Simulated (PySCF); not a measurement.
SMILES B[SiH2][SiH2]OC, singlet at its GFN2-xTB optimised geometry (Å):

```
14

B      2.3016    -1.4677     0.0000
Si     0.3655    -1.4677     0.0000
Si    -0.2734     0.7594     0.0000
O     -1.6881     0.6774     0.7911
C     -2.5732     1.7128     1.0868
H      2.9322    -1.5358     0.9842
H      2.9041    -1.3251    -0.9944
H     -0.2862    -2.1893     1.1107
H     -0.2498    -2.1048    -1.1843
H     -0.4711     1.3872    -1.3179
H      0.6204     1.7100     0.6891
H     -2.0899     2.4721     1.7064
H     -2.9322     2.1893     0.1715
H     -3.4205     1.2916     1.6291
```

Calculation: B3LYP/def2-TZVP run with PySCF 2.14.0.

Map of the electron localisation function on the plane z = 1.5 Å:

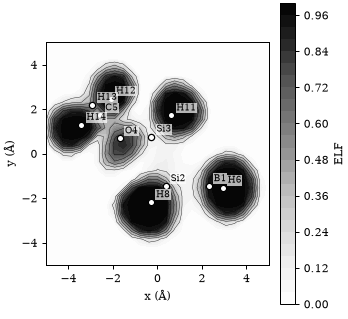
Electron localisation function on the plane z = 1.5 Å.
